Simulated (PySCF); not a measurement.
**TeOF2 (SMILES O=[Te](F)F) at FNO-CCSD(T)/3-21G (fno threshold 1e-06)**

What is the energy change on altering one bond length of TeOF2 at FNO-CCSD(T)/3-21G (fno threshold 1e-06)? Input form: a Python script.

Program for the calculation: PySCF 2.14.0.

16 further runs of the same task are left out: 5 for a known fault of the program, 6 that didn't finish, 5 set aside as unsound or not needed.

### Step 1. The molecule

TeOF2: 4 atoms, total charge 0, spin state singlet. As SMILES, `O=[Te](F)F`. Geometry: a GFN2-xTB relaxation, a rough one for these elements and not checked as a minimum.

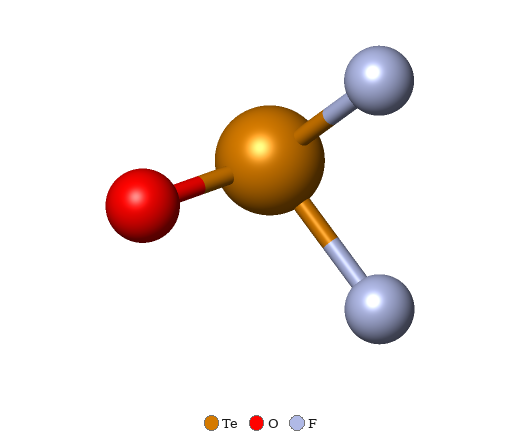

Viewed from a chosen angle; tellurium orange, oxygen red, fluorine light blue.

### Step 2. The energy at FNO-CCSD(T)/3-21G (fno threshold 1e-06)

Input file calc.py:

```python
from pyscf import gto, cc

molecule = gto.M(
    atom='''
Te     0.117390     0.002710     0.726410
O      1.624960    -0.029900    -0.119480
F     -0.846830     1.349040    -0.312840
F     -0.895510    -1.321850    -0.294100
''',
    basis='3-21g',
    verbose=4,
    symmetry=True,
    max_memory=1860,
    spin=0,
    charge=0,
)

mf = molecule.RHF()
mf.kernel()

mycc = cc.FNOCCSD(mf, thresh=1e-06, frozen=21)
mycc.kernel()
e_t = mycc.ccsd_t()
e_tot = mycc.e_tot + mycc.delta_emp2 + e_t
print(f'total energy: {e_tot:.8f} hartree')
```

Run with:

```
$ OMP_NUM_THREADS=1 python calc.py
```

What it wrote:

```text
PySCF version 2.14.0

[INPUT] num. atoms = 4
[INPUT] num. electrons = 78
[INPUT] charge = 0
[INPUT] spin (= nelec alpha-beta = 2S) = 0
[INPUT] symmetry True subgroup None
[INPUT] Mole.unit = angstrom
[INPUT] Symbol           X                Y                Z      unit          X                Y                Z       unit  Magmom
[INPUT]  1 Te     0.117390000000   0.002710000000   0.726410000000 AA    0.221834949763   0.005121157798   1.372715954145 Bohr   0.0
[INPUT]  2 O      1.624960000000  -0.029900000000  -0.119480000000 AA    3.070729363373  -0.056502811124  -0.225784477363 Bohr   0.0
[INPUT]  3 F     -0.846830000000   1.349040000000  -0.312840000000 AA   -1.600276774065   2.549316131083  -0.591181920809 Bohr   0.0
[INPUT]  4 F     -0.895510000000  -1.321850000000  -0.294100000000 AA   -1.692268641809  -2.497934477756  -0.555768453235 Bohr   0.0

nuclear repulsion = 423.576918906131
point group symmetry = C1
symmetry origin: [0. 0. 0.]
symmetry axis x: [1. 0. 0.]
symmetry axis y: [0. 1. 0.]
symmetry axis z: [0. 0. 1.]
num. orbitals of irrep A = 58
number of shells = 28
number of NR pGTOs = 126
number of NR cGTOs = 58
basis = 3-21g
ecp = {}

[... 43 lines left out ...]
converged SCF energy = -6854.84731869495
[... 2 lines left out ...]
******** <class 'pyscf.cc.ccsd.CCSD'> ********
CC2 = 0
CCSD nocc = 18, nmo = 37
frozen orbitals [ 0  1  2  3  4  5  6  7  8  9 10 11 12 13 14 15 16 17 18 19 20]
max_cycle = 50
direct = 0
conv_tol = 1e-07
conv_tol_normt = 1e-05
diis_space = 6
diis_start_cycle = 0
diis_start_energy_diff = 1e+09
Init t2, MP2 energy = -6855.28905833463  E_corr(MP2) -0.441739639679963
Init E_corr(CCSD) = -0.44173963968242
cycle = 1  E_corr(CCSD) = -0.406786527121728  dE = 0.0349531126  norm(t1,t2) = 0.121159
cycle = 2  E_corr(CCSD) = -0.435363477695554  dE = -0.0285769506  norm(t1,t2) = 0.060294
cycle = 3  E_corr(CCSD) = -0.42995510889033  dE = 0.00540836881  norm(t1,t2) = 0.0482288
cycle = 4  E_corr(CCSD) = -0.431900771937128  dE = -0.00194566305  norm(t1,t2) = 0.0120691
cycle = 5  E_corr(CCSD) = -0.432764770443646  dE = -0.000863998507  norm(t1,t2) = 0.00428401
cycle = 6  E_corr(CCSD) = -0.432655084109348  dE = 0.000109686334  norm(t1,t2) = 0.00133868
cycle = 7  E_corr(CCSD) = -0.432558340344941  dE = 9.67437644e-05  norm(t1,t2) = 0.000554193
cycle = 8  E_corr(CCSD) = -0.432558697284197  dE = -3.56939256e-07  norm(t1,t2) = 0.000176479
cycle = 9  E_corr(CCSD) = -0.432569942997204  dE = -1.1245713e-05  norm(t1,t2) = 5.87205e-05
cycle = 10  E_corr(CCSD) = -0.432569465937128  dE = 4.77060077e-07  norm(t1,t2) = 2.38212e-05
cycle = 11  E_corr(CCSD) = -0.43257038943275  dE = -9.23495623e-07  norm(t1,t2) = 8.02936e-06
cycle = 12  E_corr(CCSD) = -0.43257003636574  dE = 3.5306701e-07  norm(t1,t2) = 3.91939e-06
cycle = 13  E_corr(CCSD) = -0.432570121642651  dE = -8.52769106e-08  norm(t1,t2) = 1.97532e-06
FNO-CCSD converged
E(FNO-CCSD) = -6855.279888816591  E_corr = -0.4325701216426508
E(FNO-CCSD+delta-MP2) = -6855.279888794004  E_corr = -0.4325700990560905
CCSD(T) correction = -0.0163298610461562
total energy: -6855.29621866 hartree
```

Wall time 3 s (1 thread of Intel Xeon Platinum 8488C (Sapphire Rapids), shared host); peak memory 0.15 GiB.

### Step 3. The distorted shape, same level

Input file input.py:

```python
from pyscf import gto, scf, cc

mol = gto.Mole()
mol.atom = '''
Te     0.599500    -0.670455     1.246035
O      2.107070    -0.703065     0.400145
F     -0.846830     1.349040    -0.312840
F     -0.413400    -1.995015     0.225525
'''
mol.max_memory = 1860
mol.charge = 0
mol.verbose = 4
mol.symmetry = True
mol.spin = 0
mol.basis = '3-21g'
mol.build()

mf = scf.RHF(mol)
mf.kernel()

mycc = cc.FNOCCSD(mf, thresh=1e-06, frozen=21)
mycc.kernel()
e_t = mycc.ccsd_t()
etot = mycc.e_tot + mycc.delta_emp2 + e_t
print('E = %.10f Eh' % etot)
```

Run with:

```
$ OMP_NUM_THREADS=1 python input.py
```

What it wrote:

```text
PySCF version 2.14.0

[INPUT] num. atoms = 4
[INPUT] num. electrons = 78
[INPUT] charge = 0
[INPUT] spin (= nelec alpha-beta = 2S) = 0
[INPUT] symmetry True subgroup None
[INPUT] Mole.unit = angstrom
[INPUT] Symbol           X                Y                Z      unit          X                Y                Z       unit  Magmom
[INPUT]  1 Te     0.599500000000  -0.670455000000   1.246035000000 AA    1.132890811677  -1.266976328845   2.354664891622 Bohr   0.0
[INPUT]  2 O      2.107070000000  -0.703065000000   0.400145000000 AA    3.981785225287  -1.328600297767   0.756164460114 Bohr   0.0
[INPUT]  3 F     -0.846830000000   1.349040000000  -0.312840000000 AA   -1.600276774065   2.549316131083  -0.591181920809 Bohr   0.0
[INPUT]  4 F     -0.413400000000  -1.995015000000   0.225525000000 AA   -0.781212779895  -3.770031964399   0.426180484243 Bohr   0.0

nuclear repulsion = 374.821072363039
point group symmetry = C1
symmetry origin: [0. 0. 0.]
symmetry axis x: [1. 0. 0.]
symmetry axis y: [0. 1. 0.]
symmetry axis z: [0. 0. 1.]
num. orbitals of irrep A = 58
number of shells = 28
number of NR pGTOs = 126
number of NR cGTOs = 58
basis = 3-21g
ecp = {}

[... 51 lines left out ...]
converged SCF energy = -6854.68844736487
[... 13 lines left out ...]
Init t2, MP2 energy = -6855.18538172247  E_corr(MP2) -0.496934357607383
[... 25 lines left out ...]
FNO-CCSD converged
[... 3 lines left out ...]
E = -6855.2063363253 Eh
```

Wall time 5.1 s (1 thread of Intel Xeon Platinum 8488C (Sapphire Rapids), shared host); peak memory 0.15 GiB.

### Step 4. Summary of results

Level: FNO-CCSD(T)/3-21G (fno threshold 1e-06), 21 core orbitals frozen.

| quantity | value |
| --- | --- |
| first shape: total energy | -6855.29622 Eh |
| first shape: dipole moment (Hartree–Fock density) | 5.73 D |
| first shape: HOMO energy (Hartree–Fock orbitals) | -12.05 eV |
| first shape: LUMO energy (Hartree–Fock orbitals) | 0.90 eV |
| first shape: HOMO–LUMO gap (Hartree–Fock orbitals) | 12.95 eV |
| first shape: correlation energy (21 core orbitals frozen) | -448.9 mEh |
| first shape: (T) correction | -16.33 mEh |
| first shape: T1 diagnostic | 0.022 |
| distorted shape: total energy | -6855.20634 Eh |
| distorted shape: dipole moment (Hartree–Fock density) | 7.55 D |
| distorted shape: HOMO energy (Hartree–Fock orbitals) | -9.99 eV |
| distorted shape: LUMO energy (Hartree–Fock orbitals) | -2.20 eV |
| distorted shape: HOMO–LUMO gap (Hartree–Fock orbitals) | 7.79 eV |
| distorted shape: correlation energy (21 core orbitals frozen) | -517.9 mEh |
| distorted shape: (T) correction | -36.66 mEh |
| distorted shape: T1 diagnostic | 0.038 |
| energy change with the Te1–F3 bond stretched from 1.955 to 2.933 Å | 2.446 eV |

In words: One bond (distorted shape) is far stretched, which a spin-restricted single reference describes badly; perturbation theory on it can break down and give far too much correlation. With the Te1–F3 bond stretched from 1.955 to 2.933 Å the energy rises by 2.45 eV (56 kcal/mol). The first shape isn't relaxed at this level, so the change isn't measured from a minimum. A restricted reference can't describe the breaking bond well at this length. The T1 diagnostic (first shape) of 0.022 is above the customary mark for such species, so a single reference may not serve. Mulliken charges (first shape) of the mean-field density run from -0.83 on O2 to +1.92 on Te1. The triples (first shape) make up 3.6 % of the correlation energy. Relativity is left out (first shape) although the molecule holds a heavy atom.
